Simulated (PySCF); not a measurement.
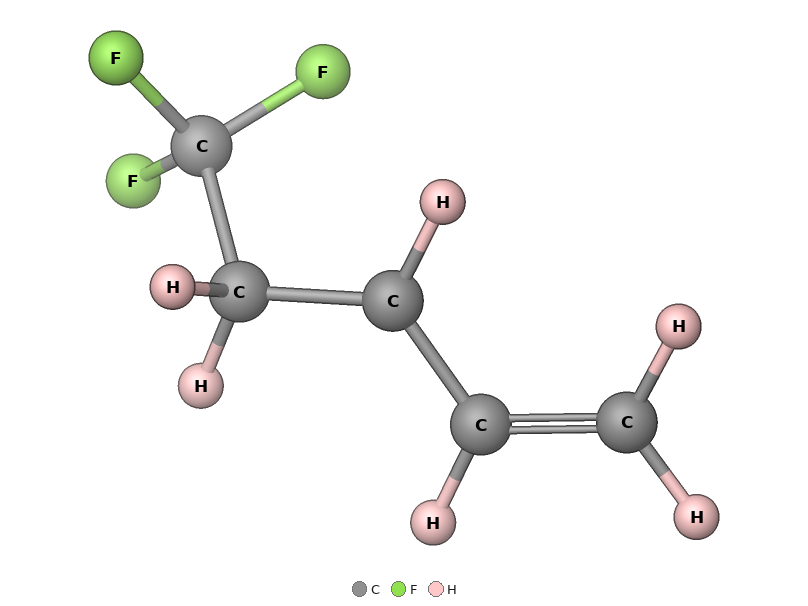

Orthographic view. Depth is shown by fading: the farther an atom, the more it takes the colour of the background. Charge +1, singlet. Geometry: an image of a reaction path computed with GFN2-xTB, not a minimum.

Write the InChI string.

InChI=1S/C5H6F3/c1-2-3-4-5(6,7)8/h2-3H,1,4H2/q+1
